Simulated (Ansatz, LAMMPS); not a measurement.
# Glassy 83P2O5-17Al2O3 (mol %) (80 atoms) under strain: runs compared

Aim: relax glassy 83P2O5-17Al2O3 (mol %) (80 atoms), then change its volume and shape to read moduli from the stress.

Computed with Ansatz 0.2.0: Kohn-Sham DFT, PBE, PAW (set soft_2), plane waves.

## Step 1: The cell as built

The cell holds 80 atoms: 20 P, 4 Al and 56 O. Cell: a = 10.199 Å, b = 10.199 Å, c = 10.199 Å, α = 90.0°, β = 90.0°, γ = 90.0°. 80 atoms (20 P, 4 Al, 56 O) placed at random at 2.43 g/cm³, melted at 4000 K for 10 ps at fixed volume with the Morse and Coulomb pair potential with partial charges (Pedone, Malavasi, Menziani, Cormack and Segre, J. Phys. Chem. B 110, 11780 (2006)). Quenched from 4000 K to 300 K at 6 K/ps and fixed volume, held 10 ps at zero pressure.

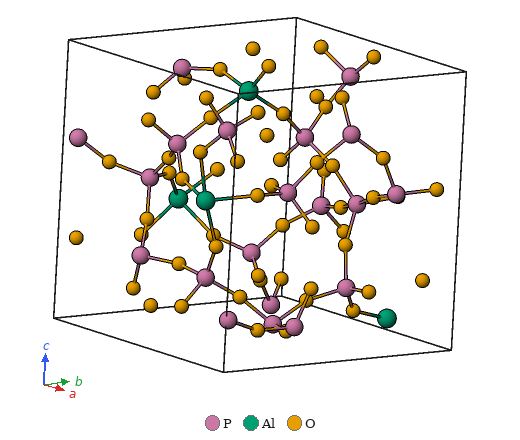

The cell as built. Bonds to atoms that aren't drawn are left out. Some periodic images of atoms are drawn too.

Limits known from the start: The quench rate of 6 K/ps far exceeds what a furnace or splat quench reaches, so expect more defects and frozen-in strain than in a real sample. The network of bonds at the start is that of the classical potential that made the cell, and needn't be the one that DFT or experiment would give. Only the Γ point is sampled.

## Step 2: The reference run

The reference is a single point at the end of the relaxation.

Every strained cell starts from the geometry of this run, and its atoms are relaxed with the cell held.

Its input, with most atom lines left out:

```yaml
crystal:
  lattice:
    - [10.39392, -0.06139, 0.31455]
    - [-0.06139, 9.967, 0.04967]
    - [0.31455, 0.04967, 10.33564]
  atoms:
    - { symbol: P, position: [0.41991, 0.93954, 0.88355] }
    - { symbol: P, position: [0.16039, 0.86691, 0.02009] }
    - { symbol: P, position: [0.04467, 0.0194, 0.6854] }
    - { symbol: P, position: [0.73237, 0.69143, 0.21906] }
    - { symbol: P, position: [0.19698, 0.2332, 0.54212] }
    - { symbol: P, position: [0.60065, 0.17575, 0.26035] }
    - { symbol: P, position: [0.32702, 0.12997, 0.28679] }
    [... atom lines 8 to 80 left out ...]
kpoints:
  mp_grid: { grid: [1, 1, 1] }
hamiltonian:
  xc: pbe
scf:
  occupations: { method: fixed }
output:
  forces: true
  stress: true
  populations: true
  dos:
    method: { smearing: { sigma: 0.1 } }
    de: 0.1
    projected: { site_lists: { Al: [Al], O: [O], P: [P] } }
  eigenvalues: true
  write_density: true
  write_potential: true
  volumetric_format: npy
  elf: true
```

* free energy per atom: -613.3698 eV/atom
* r.m.s. force component: 0.00527 eV/Å
* pressure: 0.003546 GPa

Filled and empty levels are parted by 3.78 eV (at Γ alone); a semilocal functional tends to put such gaps too low. In a disordered cell it changes from sample to sample, and tail or defect levels can set it.

## Step 3: The runs

Each row is one run, on 4 threads of Intel Xeon Platinum 8259CL at 2.50GHz (Skylake/Cascade Lake), shared host. The free energy is the program's total, comparable only between runs with the same functional, potentials and atoms.

| run | atoms | outcome | ionic steps, all passes | free energy (eV) | time | host memory (GiB) |
| --- | --- | --- | --- | --- | --- | --- |
| Single point at the start | 80 | converged | - | -49057.968 | 14 s | 1.2 |
| Cell and atoms relaxed | 80 | converged | 35 | -49069.582 | 4.6 min | 1.2 |
| Single point at the relaxed geometry | 80 | converged | - | -49069.582 | 15 s | 1.3 |
| Volume -3 % | 80 | converged | 10 | -49069.473 | 1.9 min | 1.3 |
| Volume +3 % | 80 | converged | 14 | -49069.492 | 2.1 min | 1.3 |
| Volume -6 % | 80 | converged | 12 | -49069.131 | 98 s | 1.3 |
| Volume +6 % | 80 | converged | 13 | -49069.150 | 2 min | 1.4 |
| Volume -10 % | 80 | converged | 12 | -49068.257 | 96 s | 1.3 |
| Stretched by 1 % along x | 80 | converged | 4 | -49069.553 | 38 s | 1.3 |
| Compressed by 1 % along x | 80 | converged | 4 | -49069.547 | 30 s | 1.3 |
| Sheared by 2 % in xy | 80 | converged | 7 | -49069.556 | 60 s | 1.3 |

In some runs the program notes that the exchange-correlation potential is rough where the density is thin and the SCF threshold is loose for the stress.

## Step 4: Pressure against volume

Atoms are relaxed at each volume, in the scaled cell.

| volume change (%) | volume (Å³/atom) | energy change (meV/atom) | pressure (GPa) | largest move on relaxing (Å) | bonds | gap (eV) |
| --- | --- | --- | --- | --- | --- | --- |
| -10 | 12.034 | 16.56 | 4.24 | 0.67 | 101 | 4.36 |
| -6 | 12.569 | 5.64 | 2.33 | 0.38 | 101 | 4.16 |
| -3 | 12.970 | 1.37 | 1.14 | 0.21 | 101 | 3.99 |
| +0 | 13.371 | 0.00 | 0.00 | - | 101 | 3.78 |
| +3 | 13.772 | 1.13 | -1.09 | 0.39 | 101 | 3.54 |
| +6 | 14.173 | 5.41 | -2.34 | 0.44 | 101 | 3.29 |

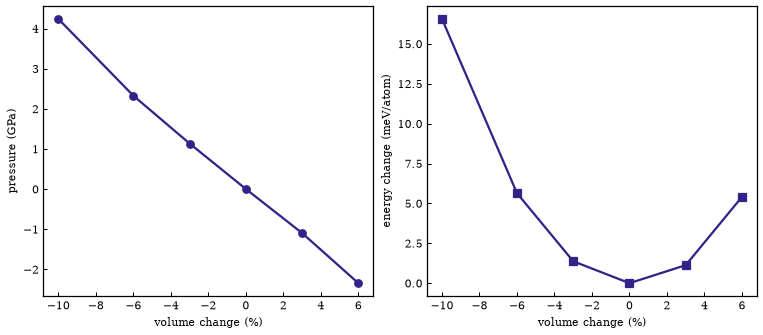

Pressure and energy against volume.

## Step 5: Uniaxial strain and shear

Stress (GPa, compression positive) less that of the relaxed cell, atoms relaxed:

| strain | xx | yy | zz | xy | energy change (meV/atom) |
| --- | --- | --- | --- | --- | --- |
| stretched by 1 % along x | -1.043 | -0.295 | -0.327 | -0.099 | 0.37 |
| compressed by 1 % along x | 1.080 | 0.337 | 0.352 | 0.088 | 0.45 |
| sheared by 2 % in xy | -0.124 | -0.201 | -0.011 | -0.516 | 0.33 |

## Step 6: Findings

The bulk modulus, from the slope of pressure against ln V over the three points nearest the relaxed volume, is 37.2 GPa; between neighbouring points the slope runs 44, 38, 37, 37 and 43 GPa from the smallest volume up, without a steady fall, so no pressure derivative is given. At -10 % some atom moved by over 0.5 Å on relaxing, so that point may sit in another local minimum. The gap goes from 4.36 eV at the smallest volume to 3.29 eV at the largest, -6.5 eV per unit of ln V by a straight line, on the run's k-points. In the Cartesian axes of the cell, finite differences give C11 = 106, C12 = 31.6, C13 = 33.9 and C66 = 25.8 GPa (the shear of 2 % is the engineering strain, εxy = 0.01). The mean of C11, C12 and C13, which equals the bulk modulus in a cubic or isotropic solid, is 57.2 GPa: it lies 54 % over the bulk modulus from the volumes. For an isotropic solid C66 would equal (C11 − C12)/2 = 37.3 GPa; so small a sample needn't be isotropic, and C66 rests on one shear. With the bulk modulus and C66 as K and G, Young's modulus would be about 63 GPa and Poisson's ratio 0.22.

**Limits.** Strains are finite and relaxations stop at the force tolerance of the input, which can leave moduli too stiff; they are those of a static cell at zero temperature. Volumes are changed with the cell's shape held, so in an anisotropic solid the modulus lies over the one under free hydrostatic load. The program notes that the SCF threshold of the relaxations is loose for the stress.

The DFT runs together took 16 min of wall time.

[Logs are printed without paths, hosts, clocks, repeated set-up lines and the standing remarks that a program may print on its own settings, such as how far it seeks lower states.]

[Hosts, paths, dates, database ids (printed as entryN), source tags and the programs' standing remarks are cut or masked in the printed files.]
